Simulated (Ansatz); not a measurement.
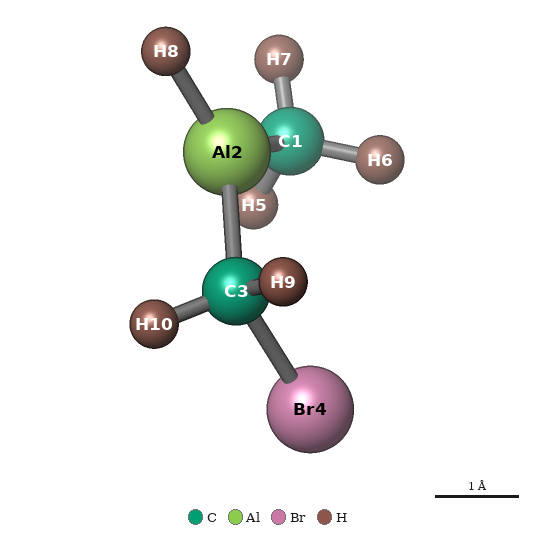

Orthographic view. Distant atoms are faded towards the background colour. The computed structure is the end point of a PBE-D4/def2-SVP optimisation. No frequency run is at hand to confirm it as a minimum.

Write a Z-matrix (Å, degrees) in the order of the atom numbers, with these reference atoms: 2 to 1; 3 to 2, 1; 4 to 3, 2, 1; 5 to 1, 2, 3; 6 to 1, 5, 2; 7 to 1, 5, 6; 8 to 2, 1, 7; 9 to 3, 4, 2; 10 to 3, 9, 4.

```
C  
Al   1   1.957
C    2   1.986   1   120.9
Br   3   1.975   2   112.0   1    -1.5
H    1   1.112   2   110.3   3    57.5
H    1   1.112   5   105.5   2   118.9
H    1   1.108   5   108.4   6   115.8
H    2   1.607   1   123.6   7    -0.8
H    3   1.110   4   106.2   2  -123.6
H    3   1.110   9   106.0   4   112.7
```
